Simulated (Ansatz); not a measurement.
# C2H11NOSi2: rotation by 120° about the O2–Si3 bond

Aim: the minimum-energy path and barrier of the rotation by 120° about the O2–Si3 bond. The ends are relaxed first, then joined by a nudged elastic band. SMILES of the start: CO[SiH](N)[SiH2]C.

Method: RKS r2SCAN-D4/STO-3G, in Ansatz 0.2.0.

## Step 1: Starting point

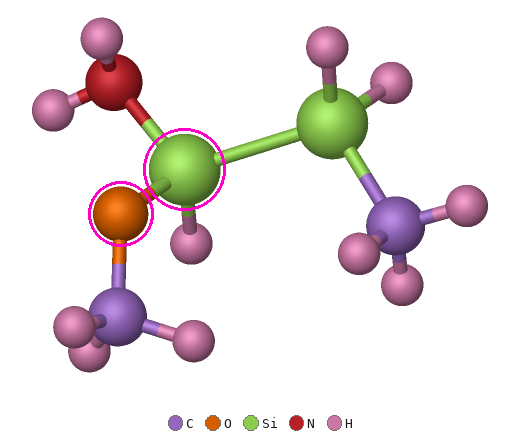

The starting structure, seen from a free direction (carbon purple, oxygen orange, silicon green, nitrogen red, hydrogen pink). Ringed: O2, Si3.

Its coordinates follow in the input file.

## Step 2: Relaxing end A

input.yaml reads:

```yaml
crystal:
  periodic: [false, false, false]
  atoms:
    - { symbol: C, position_ang: [0.4877, -2.324, -0.2163] }
    - { symbol: O, position_ang: [0.2429, -1.181, -1.1042] }
    - { symbol: Si, position_ang: [0.7882, 0.314, -0.6654] }
    - { symbol: "N", position_ang: [1.4533, 0.9695, -2.1231] }
    - { symbol: Si, position_ang: [-0.8226, 1.5782, 0.3709] }
    - { symbol: C, position_ang: [-1.4233, 0.6944, 1.8837] }
    - { symbol: H, position_ang: [1.5321, -2.4839, -0.0772] }
    - { symbol: H, position_ang: [0.0238, -3.1451, -0.6949] }
    - { symbol: H, position_ang: [-0.0469, -2.0959, 0.7799] }
    - { symbol: H, position_ang: [2.0069, 0.1346, 0.24] }
    - { symbol: H, position_ang: [0.6067, 0.924, -2.7719] }
    - { symbol: H, position_ang: [2.105, 0.3366, -2.4744] }
    - { symbol: H, position_ang: [-0.337, 2.9411, 0.7776] }
    - { symbol: H, position_ang: [-1.9899, 1.8282, -0.526] }
    - { symbol: H, position_ang: [-0.6106, 0.4787, 2.5973] }
    - { symbol: H, position_ang: [-1.8547, -0.2539, 1.6366] }
    - { symbol: H, position_ang: [-2.1804, 1.2841, 2.4075] }
basis:
  gaussian: { orbitals: STO-3G }
hamiltonian:
  xc: r2scan
  dispersion: d4
relax:
  f_tol: 0.015
  max_steps: 40
```

The run is started by

```console
> ansatz run input.yaml --threads 1 --pin off --max-ram 2048MiB --backend cpu --events-out ev --progress --plain --runs-dir out
```

The program printed, shortened:

```text
Warning: RAYON_NUM_THREADS=1 ignored (pool sized by the plan → 1); use --threads N
[...]
Functional definition: r2SCAN
[...]
695 factors; integrals over basis functions are off by at most 1.1e-5 eV
[...]
mean field -21285.89451791 eV, -782.2421954355 hartree, gradient 1.7e-5 eV, S^2 0.000000; 0 other end points of the search recorded, 0 dependent functions left out
[...]
reference -21285.89452633 eV, -782.2421957451 hartree; 33, 33 occupied and 16, 16 virtual orbitals, 695 factors
relax step   1: F+E_penalty+E_count = -21285.99942676 eV  Δ(F+E_penalty+E_count) = +0.000e0 eV  max|allowed force component| = 4.011e0 eV/Å  Δτ_max = 0.0000 Å  (23 SCF iters, accepted)
[...]
Atom 9 at     2.090050     0.131932     0.110803 Å, force     0.000345    -0.000819    -0.000615 eV/Å
Atom 10 at     0.553118     1.207889    -2.829975 Å, force    -0.000096    -0.000456     0.000096 eV/Å
Atom 11 at     2.068822     0.584545    -2.712886 Å, force     0.000110    -0.000529     0.000435 eV/Å
Atom 12 at    -0.203901     2.733596     0.724687 Å, force    -0.000909    -0.000153    -0.000458 eV/Å
Atom 13 at    -1.844421     1.678440    -0.552136 Å, force    -0.000984    -0.000062     0.001257 eV/Å
Atom 14 at    -0.577667     0.322941     2.578219 Å, force     0.000169    -0.000080     0.000032 eV/Å
Atom 15 at    -1.938517    -0.321148     1.648580 Å, force     0.000066    -0.000157     0.000482 eV/Å
Atom 16 at    -2.071474     1.256416     2.432673 Å, force     0.000384     0.000298    -0.000164 eV/Å
Dipole moment:    -0.083798    -0.177474     0.095243 e Å
```

Run time: 35 s. Hardware: 1 thread of AMD EPYC 9B45 (Zen 5), shared host; peak memory 0.2 GiB.

Relaxation path:

```
step  energy from step 1 (eV)  largest force component (eV/Å)
   1                   0.0000                          4.0110
   2                  -0.7370                          1.6830
   3                  -0.8098                          0.5997
   4                  -0.8402                          0.1888
   5                  -0.8477                          0.1113
   6                  -0.8526                          0.1259
   7                  -0.8550                          0.1024
   8                  -0.8570                          0.0705
   9                  -0.8578                          0.0363
 10x                  -0.8576                          0.0642
  11                  -0.8580                          0.0165
 12x                  -0.8580                          0.0132
  13                  -0.8580                          0.0031
```

Step 1 is the start. 2 steps were tried and not accepted (marked x).

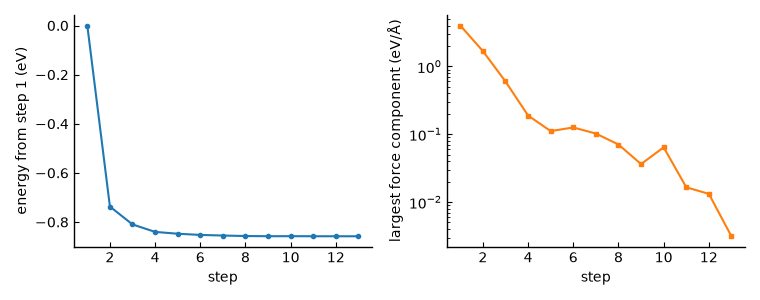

Energy and largest force along the relaxation.

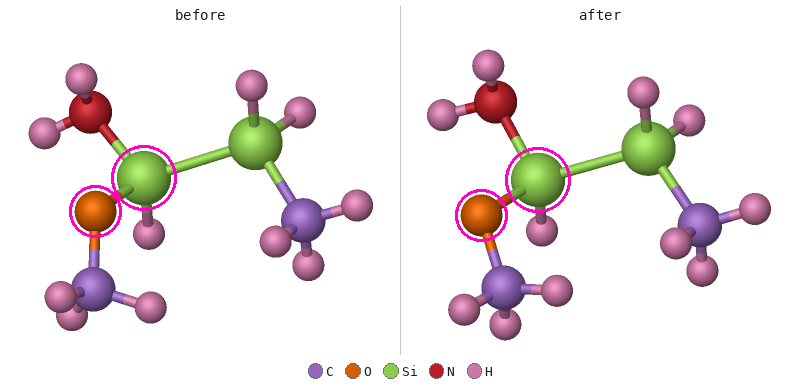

Before and after, at one scale.

After: Bond lengths (14 of 16 bonds, heavy atoms first): C1–O2 1.456 Å, O2–Si3 1.739 Å, Si3–N4 1.778 Å, Si3–Si5 2.275 Å, Si5–C6 1.880 Å, C1–H7 1.115 Å, C1–H8 1.108 Å, C1–H9 1.114 Å, Si3–H10 1.457 Å, N4–H11 1.052 Å, N4–H12 1.052 Å, Si5–H13 1.448 Å, Si5–H14 1.448 Å, C6–H15 1.096 Å. Angles (14 of 28 angles, heavy atoms first): C1–O2–Si3 109.9°, O2–Si3–N4 106.7°, O2–Si3–Si5 115.3°, N4–Si3–Si5 108.1°, Si3–Si5–C6 113.6°, O2–C1–H7 113.7°, O2–C1–H8 107.6°, O2–C1–H9 113.7°, O2–Si3–H10 107.8°, N4–Si3–H10 107.0°, Si5–Si3–H10 111.5°, Si3–N4–H11 108.9°, Si3–N4–H12 108.5°, Si3–Si5–H13 108.9°.

## Step 3: Relaxing end B

The second end starts from a geometry with the move made by hand.

input.yaml reads:

```yaml
crystal:
  periodic: [false, false, false]
  atoms:
    - { symbol: C, position_ang: [0.4877, -2.324, -0.2163] }
    - { symbol: O, position_ang: [0.2429, -1.181, -1.1042] }
    - { symbol: Si, position_ang: [0.7882, 0.314, -0.6654] }
    - { symbol: "N", position_ang: [-0.62753, 1.13493, -0.10087] }
    - { symbol: Si, position_ang: [2.55552, 0.22135, 0.79569] }
    - { symbol: C, position_ang: [3.95017, -0.71845, 0.01966] }
    - { symbol: H, position_ang: [1.5321, -2.4839, -0.0772] }
    - { symbol: H, position_ang: [0.0238, -3.1451, -0.6949] }
    - { symbol: H, position_ang: [-0.0469, -2.0959, 0.7799] }
    - { symbol: H, position_ang: [1.16851, 1.07837, -1.93357] }
    - { symbol: H, position_ang: [-0.94708, 0.47821, 0.67782] }
    - { symbol: H, position_ang: [-1.30683, 1.08883, -0.79736] }
    - { symbol: H, position_ang: [3.06262, 1.57693, 1.20061] }
    - { symbol: H, position_ang: [2.18114, -0.45592, 2.07266] }
    - { symbol: H, position_ang: [4.28339, -0.27064, -0.93147] }
    - { symbol: H, position_ang: [3.66165, -1.72247, -0.21518] }
    - { symbol: H, position_ang: [4.8135, -0.76253, 0.68902] }
basis:
  gaussian: { orbitals: STO-3G }
hamiltonian:
  xc: r2scan
  dispersion: d4
relax:
  f_tol: 0.015
  max_steps: 40
output:
  orbitals: {}
```

The run is started by

```console
> ansatz run input.yaml --threads 1 --pin off --max-ram 2048MiB --backend cpu --events-out ev --progress --plain --runs-dir out
```

The program printed, shortened:

```text
Warning: RAYON_NUM_THREADS=1 ignored (pool sized by the plan → 1); use --threads N
[...]
[... 1 set-up line as earlier in the session ...]
[...]
696 factors; integrals over basis functions are off by at most 1.3e-5 eV
[...]
mean field -21285.87849713 eV, -782.2416066829 hartree, gradient 1.9e-5 eV, S^2 0.000000; 0 other end points of the search recorded, 0 dependent functions left out
[...]
reference -21285.87850527 eV, -782.2416069821 hartree; 33, 33 occupied and 16, 16 virtual orbitals, 696 factors
[...]
Atom 12 at     3.053266     1.664406     0.913251 Å, force    -0.001422     0.000061    -0.000304 eV/Å
Atom 13 at     2.230789    -0.224818     2.002350 Å, force     0.001165    -0.000024     0.001622 eV/Å
Atom 14 at     4.425510    -0.313482    -0.898805 Å, force    -0.001976    -0.001887     0.004899 eV/Å
Atom 15 at     3.793986    -1.754647    -0.093805 Å, force     0.002405     0.004157     0.000909 eV/Å
Atom 16 at     4.907608    -0.679690     0.762673 Å, force    -0.001022     0.000029     0.000080 eV/Å
Dipole moment:    -0.060905    -0.217986     0.151436 e Å
```

It took 40 s on 1 thread of AMD EPYC 9B45 (Zen 5), shared host; peak memory 0.21 GiB.

The steps of the relaxation:

```
step  energy from step 1 (eV)  largest force component (eV/Å)
   1                   0.0000                          4.7133
   2                  -0.7918                          1.7443
   3                  -0.8810                          0.4843
   4                  -0.9070                          0.2702
   5                  -0.9191                          0.2125
   6                  -0.9261                          0.2197
   7                  -0.9319                          0.0795
  8x                  -0.9236                          0.3160
   9                  -0.9334                          0.0189
  10                  -0.9344                          0.0460
  11                  -0.9346                          0.0253
  12                  -0.9349                          0.0175
  13                  -0.9349                          0.0132
  14                  -0.9350                          0.0093
  15                  -0.9351                          0.0094
```

Step 1 is the start. 1 step was tried and not accepted (marked x).

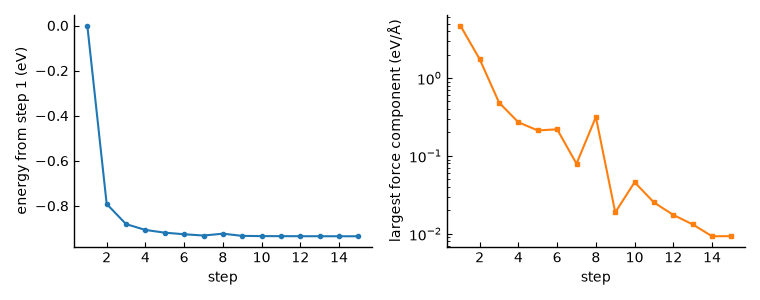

Energy and largest force along the relaxation.

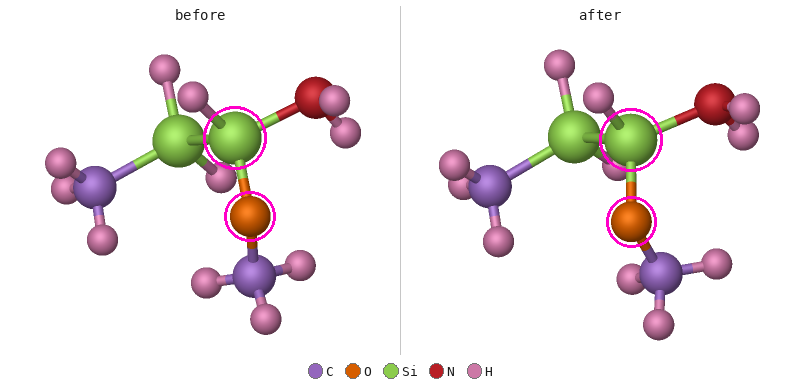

Before and after, at one scale.

After: Bond lengths (14 of 16 bonds, heavy atoms first): C1–O2 1.457 Å, O2–Si3 1.736 Å, Si3–N4 1.781 Å, Si3–Si5 2.273 Å, Si5–C6 1.880 Å, C1–H7 1.114 Å, C1–H8 1.107 Å, C1–H9 1.115 Å, Si3–H10 1.448 Å, N4–H11 1.051 Å, N4–H12 1.052 Å, Si5–H13 1.448 Å, Si5–H14 1.449 Å, C6–H15 1.096 Å. Angles (14 of 28 angles, heavy atoms first): C1–O2–Si3 110.7°, O2–Si3–N4 113.9°, O2–Si3–Si5 114.1°, N4–Si3–Si5 107.3°, Si3–Si5–C6 112.0°, O2–C1–H7 113.7°, O2–C1–H8 107.6°, O2–C1–H9 113.7°, O2–Si3–H10 101.6°, N4–Si3–H10 106.0°, Si5–Si3–H10 113.8°, Si3–N4–H11 110.1°, Si3–N4–H12 109.6°, Si3–Si5–H13 109.6°.

## Step 4: The band

crystal.atoms is end A as relaxed above, and neb.final_atoms is end B, turned to lie on A. With 5 inner images the band has 7 in all. The start path is listed, through a guess of the saddle.

input.yaml reads:

```yaml
crystal:
  periodic: [false, false, false]
  atoms:
    - { symbol: C, position_ang: [0.350851, -2.22664, -0.095352] }
    - { symbol: O, position_ang: [0.440256, -1.332989, -1.24169] }
    - { symbol: Si, position_ang: [0.89849, 0.260919, -0.717054] }
    - { symbol: "N", position_ang: [1.374111, 1.16261, -2.174093] }
    - { symbol: Si, position_ang: [-0.731944, 1.439623, 0.343993] }
    - { symbol: C, position_ang: [-1.386755, 0.593955, 1.89064] }
    - { symbol: H, position_ang: [1.293478, -2.291467, 0.495762] }
    - { symbol: H, position_ang: [0.129193, -3.241902, -0.479684] }
    - { symbol: H, position_ang: [-0.462489, -1.959122, 0.617614] }
    - { symbol: H, position_ang: [2.09005, 0.131932, 0.110803] }
    - { symbol: H, position_ang: [0.553118, 1.207889, -2.829975] }
    - { symbol: H, position_ang: [2.068822, 0.584545, -2.712886] }
    - { symbol: H, position_ang: [-0.203901, 2.733596, 0.724687] }
    - { symbol: H, position_ang: [-1.844421, 1.67844, -0.552136] }
    - { symbol: H, position_ang: [-0.577667, 0.322941, 2.578219] }
    - { symbol: H, position_ang: [-1.938517, -0.321148, 1.64858] }
    - { symbol: H, position_ang: [-2.071474, 1.256416, 2.432673] }
basis:
  gaussian: { orbitals: STO-3G }
hamiltonian:
  xc: r2scan
  dispersion: d4
neb:
  order_check: false
  images: 5
  f_tol: 0.05
  max_iterations: 60
  final_atoms:
    - { symbol: C, position_ang: [0.10608564, -2.04788418, -0.60429605] }
    - { symbol: O, position_ang: [1.26745676, -1.3535119, -0.06320791] }
    - { symbol: Si, position_ang: [1.15560543, 0.35386659, -0.35882567] }
    - { symbol: "N", position_ang: [1.29034828, 0.79944979, -2.07788493] }
    - { symbol: Si, position_ang: [-0.74573221, 1.30971841, 0.43912176] }
    - { symbol: C, position_ang: [-1.17361262, 0.6948017, 2.1628844] }
    - { symbol: H, position_ang: [-0.86195993, -1.70691199, -0.17016554] }
    - { symbol: H, position_ang: [0.21645886, -3.12287433, -0.3623945] }
    - { symbol: H, position_ang: [0.01164455, -1.96840654, -1.71195114] }
    - { symbol: H, position_ang: [2.36378875, 0.83967379, 0.27545797] }
    - { symbol: H, position_ang: [0.4756587, 0.41054988, -2.61645852] }
    - { symbol: H, position_ang: [2.1161953, 0.30818137, -2.50523793] }
    - { symbol: H, position_ang: [-0.58313365, 2.74770472, 0.48819285] }
    - { symbol: H, position_ang: [-1.86307919, 1.03617058, -0.44141063] }
    - { symbol: H, position_ang: [-0.37466622, 0.92349421, 2.87721751] }
    - { symbol: H, position_ang: [-1.32789114, -0.38998806, 2.17726703] }
    - { symbol: H, position_ang: [-2.0919663, 1.16556395, 2.53179229] }
  initial_path:
    images:
      - { positions_ang: [[0.350851, -2.22664, -0.095352], [0.440256, -1.332989, -1.24169], [0.89849, 0.260919, -0.717054], [1.374111, 1.16261, -2.174093], [-0.731944, 1.439623, 0.343993], [-1.386755, 0.593955, 1.89064], [1.293478, -2.291467, 0.495762], [0.129193, -3.241902, -0.479684], [-0.462489, -1.959122, 0.617614], [2.09005, 0.131932, 0.110803], [0.553118, 1.207889, -2.829975], [2.068822, 0.584545, -2.712886], [-0.203901, 2.733596, 0.724687], [-1.844421, 1.67844, -0.552136], [-0.577667, 0.322941, 2.578219], [-1.938517, -0.321148, 1.64858], [-2.071474, 1.256416, 2.432673]] }
      - { positions_ang: [[0.24469222, -2.16764542, -0.09822497], [0.55417329, -1.29587421, -1.17993857], [0.93997078, 0.29955191, -0.71872817], [1.40653704, 1.13092212, -2.19766392], [-0.74400267, 1.40708846, 0.34255019], [-1.29239073, 0.54422864, 1.90205012], [1.03476876, -2.21972751, 0.61204009], [0.08229328, -3.16364906, -0.5034279], [-0.6508376, -1.83969698, 0.4015883], [2.1571404, 0.25651312, 0.11439737], [0.57702314, 1.0754835, -2.83410729], [2.12066053, 0.57717993, -2.6754818], [-0.3224141, 2.75482019, 0.70038507], [-1.89648436, 1.5500268, -0.53536449], [-0.46275502, 0.36308296, 2.58603874], [-1.73855443, -0.4090578, 1.68195562], [-2.02861954, 1.13635137, 2.4420326]] }
      - { positions_ang: [[0.13853343, -2.10865084, -0.10109794], [0.66809059, -1.25875942, -1.11818714], [0.98145156, 0.33818481, -0.72040234], [1.43896308, 1.09923423, -2.22123483], [-0.75606133, 1.37455393, 0.34110739], [-1.19802646, 0.49450227, 1.91346025], [0.77605951, -2.14798802, 0.72831818], [0.03539356, -3.08539612, -0.5271718], [-0.83918619, -1.72027197, 0.18556259], [2.22423079, 0.38109424, 0.11799174], [0.60092829, 0.943078, -2.83823957], [2.17249907, 0.56981486, -2.6380776], [-0.4409272, 2.77604438, 0.67608314], [-1.94854773, 1.4216136, -0.51859298], [-0.34784304, 0.40322491, 2.59385848], [-1.53859186, -0.4969676, 1.71533124], [-1.98576508, 1.01628673, 2.4513922]] }
      - { positions_ang: [[0.03237465, -2.04965626, -0.10397091], [0.78200788, -1.22164463, -1.05643571], [1.02293234, 0.37681772, -0.72207651], [1.47138913, 1.06754635, -2.24480575], [-0.76812, 1.34201939, 0.33966458], [-1.10366219, 0.44477591, 1.92487037], [0.51735027, -2.07624854, 0.84459626], [-0.01150616, -3.00714318, -0.55091571], [-1.02753479, -1.60084695, -0.03046311], [2.29132119, 0.50567537, 0.12158611], [0.62483343, 0.8106725, -2.84237186], [2.2243376, 0.56244979, -2.60067341], [-0.5594403, 2.79726857, 0.65178121], [-2.00061109, 1.2932004, -0.50182147], [-0.23293106, 0.44336687, 2.60167823], [-1.33862929, -0.5848774, 1.74870687], [-1.94291062, 0.8962221, 2.46075181]] }
      - { positions_ang: [[0.05694498, -2.04906557, -0.27074596], [0.94382418, -1.26560039, -0.72535978], [1.06715671, 0.36916734, -0.6009929], [1.41104218, 0.97818083, -2.18916547], [-0.7606574, 1.3312524, 0.37281697], [-1.126979, 0.52811784, 2.00420838], [0.0575802, -1.95313635, 0.50634233], [0.06448218, -3.04572023, -0.4880753], [-0.68114168, -1.72336681, -0.59095912], [2.31547704, 0.61700817, 0.17287673], [0.57510852, 0.67729829, -2.76706741], [2.18829017, 0.47769365, -2.56886158], [-0.56733809, 2.78074729, 0.59725176], [-1.95476712, 1.20752379, -0.48168452], [-0.28017611, 0.60340932, 2.69352465], [-1.33504991, -0.51991429, 1.89156025], [-1.99259585, 0.98600271, 2.48443197]] }
      - { positions_ang: [[0.08151531, -2.04847488, -0.437521], [1.10564047, -1.30955615, -0.39428384], [1.11138107, 0.36151697, -0.47990928], [1.35069523, 0.88881531, -2.1335252], [-0.75319481, 1.3204854, 0.40596937], [-1.15029581, 0.61145977, 2.08354639], [-0.40218987, -1.83002417, 0.1680884], [0.14047052, -3.08429728, -0.4252349], [-0.33474856, -1.84588668, -1.15145513], [2.3396329, 0.72834098, 0.22416735], [0.52538361, 0.54392409, -2.69176297], [2.15224274, 0.39293751, -2.53704976], [-0.57523587, 2.76422601, 0.5427223], [-1.90892316, 1.12184718, -0.46154758], [-0.32742116, 0.76345177, 2.78537108], [-1.33147052, -0.45495118, 2.03441364], [-2.04228107, 1.07578333, 2.50811213]] }
      - { positions_ang: [[0.10608564, -2.04788418, -0.60429605], [1.26745676, -1.3535119, -0.06320791], [1.15560543, 0.35386659, -0.35882567], [1.29034828, 0.79944979, -2.07788493], [-0.74573221, 1.30971841, 0.43912176], [-1.17361262, 0.6948017, 2.1628844], [-0.86195993, -1.70691199, -0.17016554], [0.21645886, -3.12287433, -0.3623945], [0.01164455, -1.96840654, -1.71195114], [2.36378875, 0.83967379, 0.27545797], [0.4756587, 0.41054988, -2.61645852], [2.1161953, 0.30818137, -2.50523793], [-0.58313365, 2.74770472, 0.48819285], [-1.86307919, 1.03617058, -0.44141063], [-0.37466622, 0.92349421, 2.87721751], [-1.32789114, -0.38998806, 2.17726703], [-2.0919663, 1.16556395, 2.53179229]] }
```

The run is started by

```console
> ansatz run input.yaml --threads 1 --pin off --max-ram 2048MiB --backend cpu --events-out ev --progress --plain --runs-dir out
```

The program printed, shortened:

```text
Warning: RAYON_NUM_THREADS=1 ignored (pool sized by the plan → 1); use --threads N
[...]
[... 1 set-up line as earlier in the session ...]
[...]
693 factors; integrals over basis functions are off by at most 1.2e-5 eV
[...]
mean field -21286.75196282 eV, -782.2737059550 hartree, gradient 1.8e-5 eV, S^2 0.000000; 0 other end points of the search recorded, 0 dependent functions left out
[...]
reference -21286.75197122 eV, -782.2737062638 hartree; 33, 33 occupied and 16, 16 virtual orbitals, 693 factors
[...]
NEB end point (image 0): max|allowed force component| = 3.218e-3 eV/Å (the criterion of neb.relax_end_points is 1.000e-2)
NEB end point (image 6): max|allowed force component| = 1.025e-2 eV/Å (the criterion of neb.relax_end_points is 1.000e-2)
693 factors; integrals over basis functions are off by at most 1.2e-5 eV
[...]
mean field -21286.52941560 eV, -782.2655274956 hartree, gradient 7.8e-5 eV, S^2 0.000000; 0 other end points of the search recorded, 0 dependent functions left out
```

## Step 5: The output, continued: band between the two ends

Output, continued, shortened:

```text
[...]
reference -21286.52942386 eV, -782.2655277991 hartree; 33, 33 occupied and 16, 16 virtual orbitals, 693 factors
693 factors; integrals over basis functions are off by at most 3.1e-5 eV
mean field -21286.23628587 eV, -782.2547551765 hartree, gradient 5.9e-5 eV, S^2 0.000000; 0 other end points of the search recorded, 0 dependent functions left out
[...]
Atom 13 at    -1.906653     0.993052    -0.459630 Å, force    -0.007240    -0.001232    -0.001961 eV/Å
Atom 14 at    -0.190424     0.632983     2.730398 Å, force     0.003176     0.000176    -0.002869 eV/Å
Atom 15 at    -1.367766    -0.504656     2.059413 Å, force     0.003252     0.000348     0.001512 eV/Å
Atom 16 at    -1.884550     1.108115     2.562988 Å, force    -0.001124    -0.000902     0.002094 eV/Å
Dipole moment:    -0.201343    -0.182772     0.070807 e Å
this run last wrote the band of iteration 9 to <dir>
```

It took 2.1 min on 1 thread of AMD EPYC 9B45 (Zen 5), shared host; peak memory 0.17 GiB.

(Part 1 of 2 ends here.)
